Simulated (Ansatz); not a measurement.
C₁₈Se (slab)

Input file:

```
crystal:
  lattice:
    - [7.398, 0.0, 0.0]
    - [-3.699, 6.406856, 0.0]
    - [0.0, 0.0, 12.0]
  atoms:
    - { symbol: C, position: [0.0, 0.0, 0.0833333] }
    - { symbol: C, position: [0.2222222, 0.1111111, 0.0833333] }
    - { symbol: C, position: [0.0, 0.3333333, 0.0833333] }
    - { symbol: C, position: [0.2222222, 0.4444444, 0.0833333] }
    - { symbol: C, position: [0.0, 0.6666667, 0.0833333] }
    - { symbol: C, position: [0.2222222, 0.7777778, 0.0833333] }
    - { symbol: C, position: [0.3333333, 0.0, 0.0833333] }
    - { symbol: C, position: [0.5555556, 0.1111111, 0.0833333] }
    - { symbol: C, position: [0.3333333, 0.3333333, 0.0833333] }
    - { symbol: C, position: [0.5555556, 0.4444444, 0.0833333] }
    - { symbol: C, position: [0.3333333, 0.6666667, 0.0833333] }
    - { symbol: C, position: [0.5555556, 0.7777778, 0.0833333] }
    - { symbol: C, position: [0.6666667, 0.0, 0.0833333] }
    - { symbol: C, position: [0.8888889, 0.1111111, 0.0833333] }
    - { symbol: C, position: [0.6666667, 0.3333333, 0.0833333] }
    - { symbol: C, position: [0.8888889, 0.4444444, 0.0833333] }
    - { symbol: C, position: [0.6666667, 0.6666667, 0.0833333] }
    - { symbol: C, position: [0.8888889, 0.7777778, 0.0833333] }
    - { symbol: Se, position: [0.3343438, 0.6493815, 0.25] }
basis:
  ecutwfc: 420.0
kpoints:
  mp_grid: { grid: [2, 2, 1] }
hamiltonian:
  xc: pbe
scf:
  occupations: { method: fermi_dirac, width: 0.05 }
  lower_state_search: "off"
relax:
  f_tol: 0.03
  max_steps: 60
  adjacent_minimum: "off"
output:
  write_density: true
  write_potential: true
  elf: true
  volumetric_format: npy
```

Command:

```sh
ansatz run input.yaml --threads 1 --pin off --max-ram 3072MiB --backend cpu --events-out ev --progress --plain --runs-dir out
```

The fields are those of the relaxed geometry.

All numbers below come from DFT PBE, scalar-relativistic, plane waves, PAW (Ansatz).

Question: Predict the valence pseudo-density and electron localisation function between the atoms.

Answer: C–C (1.40 Å): the density is about 2.1 e/Å³ at the midpoint; the ELF peaks at about 0.95 between the atoms; localised, covalent bonding.

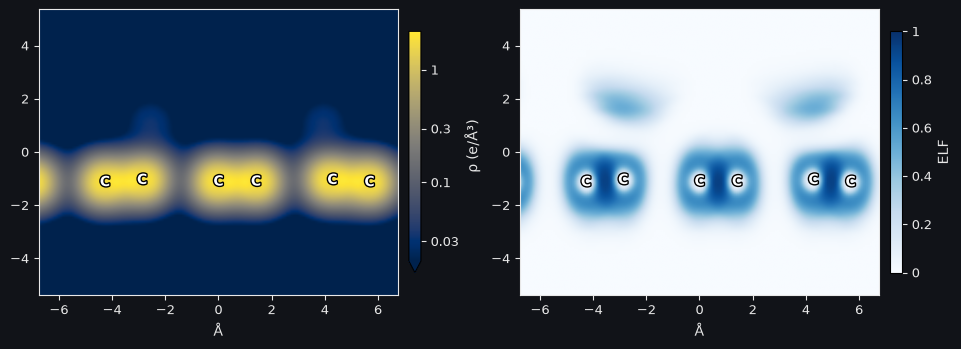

Computed valence pseudo-density and electron localisation function on the (110) plane of the calculation cell, a cut from vacuum to vacuum, in this order. 

Core electrons are frozen (PAW), and the valence fields are smoothed inside the atomic spheres.
